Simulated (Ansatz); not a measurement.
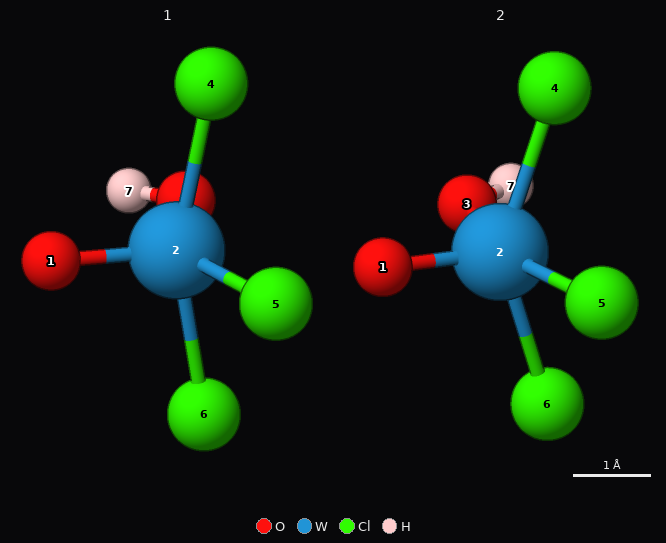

Two geometries of WHO$_{2}$Cl$_{3}$, drawn at one scale. One is the start of a relaxation, the other its converged end. Style: ball-and-stick. Shown from a free direction.

The calculation used Ansatz, RKS PBE0-D4/def2-TZVP. (force threshold 0.005 eV/Å; at most 150 steps)

Question: Which geometry has the lower energy?

Answer: Structure 2 is the relaxed one. The start comes from PBE-D4/def2-SVP. After 34 accepted moves (45 points after the start) the energy has fallen by 3.18 kcal/mol. The largest force component goes from 1.5 to 0.0021 eV/Å. The line search rejected the trial steps at points 8, 10, 16, 20, 23, 26, 29, 34 and more of the run. The largest move after the best rigid fit is that of O3, 0.68 Å. By element the largest moves are O 0.68 Å, H 0.64 Å, Cl 0.26 Å, W 0.13 Å. Among the contacts that change: W2–Cl6 2.338 → 2.303 Å, W2–Cl4 2.334 → 2.303 Å, O1–W2 1.697 → 1.671 Å, W2–O3 1.891 → 1.866 Å. Among the angles between lasting bonds that change: Cl4–W2–Cl6 159.6° → 143.7°, O3–W2–Cl5 142.4° → 158.0°, O1–W2–O3 109.2° → 100.6°. Groups turn about W2–O3 by about 170°.
